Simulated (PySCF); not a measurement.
**C3N, doublet, SMILES `[C]#CC#N`: what the electrons do**

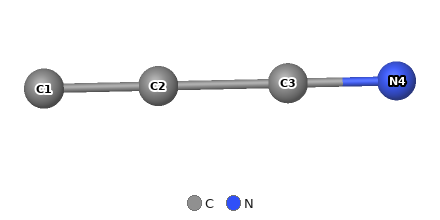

The molecule, with its atoms numbered as below. No frequency check shows the geometry to be a minimum.

Coordinates in Å:

```
C1       1.9469    0.0001    0.0000
C2       0.7423   -0.0001    0.0000
C3      -0.6244   -0.0001    0.0000
N4      -1.7699    0.0001    0.0000
```

### 1. Bonding charge

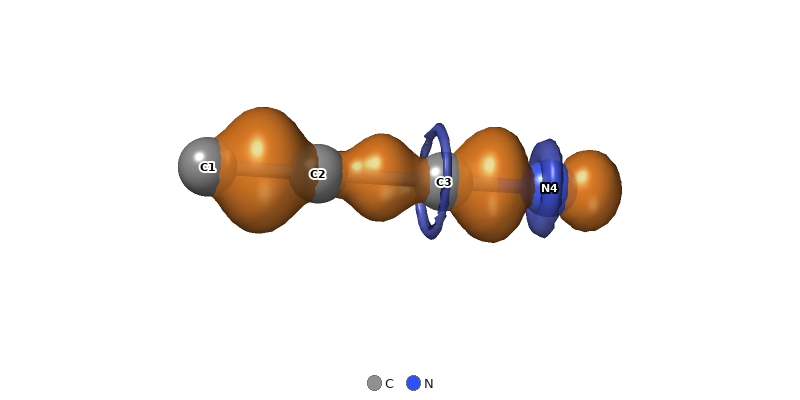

Deformation density (molecule less spherical, spin-averaged free atoms at the same positions), surfaces at ±0.15 e/Å³; orange: gain, blue: loss.

Level of theory: r2SCAN/def2-TZVP (PySCF), at a geometry from GFN2-xTB. The stability of the open-shell solution wasn't checked. GFN2-xTB doesn't know the spin state, so this open-shell geometry is rough.

Q: How much density has each bond gained at its critical point, relative to the free atoms?

A: C3–N4: +1.02 e/Å³ at the bond critical point (bond length 1.15 Å, Mayer order 2.9). C1–C2: +0.80 e/Å³ at the bond critical point (bond length 1.21 Å, Mayer order 2.7). C2–C3: +0.60 e/Å³ at the bond critical point (bond length 1.37 Å, Mayer order 1.3). In all, 1.1 electrons gather in the regions of gain relative to the promolecule.

Q: Where do the Hirshfeld charges lie?

A: The highest Hirshfeld charge is on C3 (+0.10 e), the lowest on N4 (−0.17 e).

```tsv
atom	charge (e)
C1	+0.09
C2	−0.01
C3	+0.10
N4	−0.17
```

### 2. Local ionisation energy

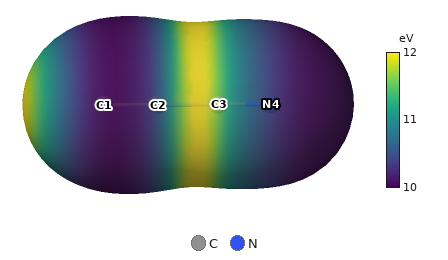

Average local ionisation energy on the surface of electron density 0.001 a.u.

Q: Locate the minima of the map.

A: The lowest value is 10.0 eV, 2.0 Å from C1, and at like points elsewhere. Further minima include 10.1 eV, 1.8 Å from N4. For comparison, the highest occupied orbital lies at −8.2 eV.

Q: What volume does the surface enclose, and what is the dipole moment?

A: About 68 Å³; the dipole moment is 3.0 D.

### 3. Spin density

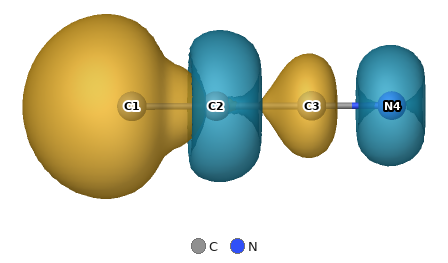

Spin density ρα − ρβ at ±0.02 e/Å³ (yellow: excess α, teal: excess β).

Q: How is the spin shared among the atoms?

A: Hirshfeld spin populations: C1 +1.19. Spin polarisation leaves negative spin on N4 (−0.12) and C2 (−0.09). ⟨S²⟩ = 0.83, against 0.75 for a pure state. The picture also shows regions of β spin from spin polarisation; the Hirshfeld sums, whose atoms overlap, net them against the α spin of neighbours.

### 4. In an electric field

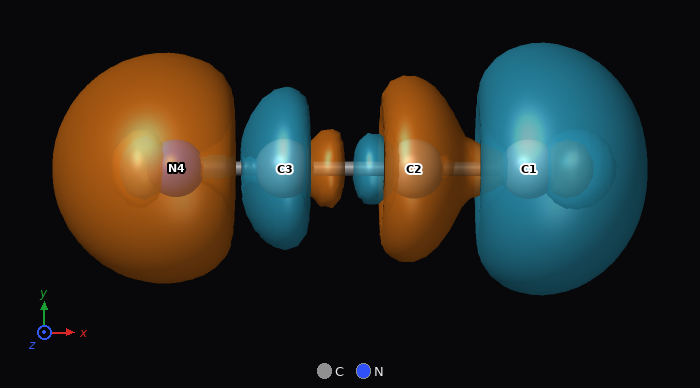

Change of the electron density in a uniform field of 0.41 V/Å, surfaces at ±0.003 e/Å³ (light blue: gain, orange: loss).

PySCF calculation, B3LYP/def2-SVP, gas phase; geometry: GFN2-xTB. A basis without diffuse functions makes polarisabilities too small. The stability of the open-shell solution wasn't checked. GFN2-xTB doesn't know the spin state, so this open-shell geometry is rough.

Q: Along which Cartesian direction does the field point?

A: Along −x: electrons gather on the +x side, against the field.

Q: What dipole is induced, and what polarisability does it imply?

A: The induced dipole is 1.16 D (along the field); α along this axis, from the fields in both directions, is 57 bohr³ (8.4 Å³).

Q: Which atoms gain and lose the most charge?

A: Electrons gather most on C1 (Hirshfeld charge changes by −0.057 e) and leave N4 most (+0.050 e); 0.084 electrons are displaced in all.

The PySCF runs shown took 93 s and 34 s on 1 thread of Intel(R) Xeon(R) Processor @ 2.50GHz (Skylake/Cascade Lake), on a shared host.
